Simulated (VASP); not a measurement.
Band structure of YSe (relaxed from the CsCl type structure, space group Pm-3m). Computed with r2SCAN meta-GGA, VASP's PBE PAW potentials (set 64) (plane waves; VASP).

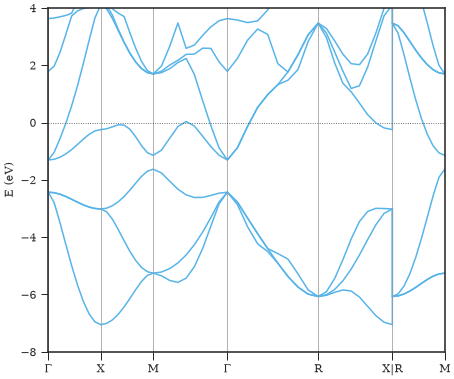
*Bands along high-symmetry lines, zero at the valence-band maximum or, without a gap, the Fermi level*

Problem. Read the plot: is there a gap, and where are the band edges?

Solution. It has no gap at this level: it comes out as a metal or semimetal.

The structure was generated: YSe was put into the CsCl type type (Pm-3m), which need not be its known phase. It was relaxed first, which changed the volume by -32 %. The electron count is odd and the run is not spin-polarised, which forces a metal.
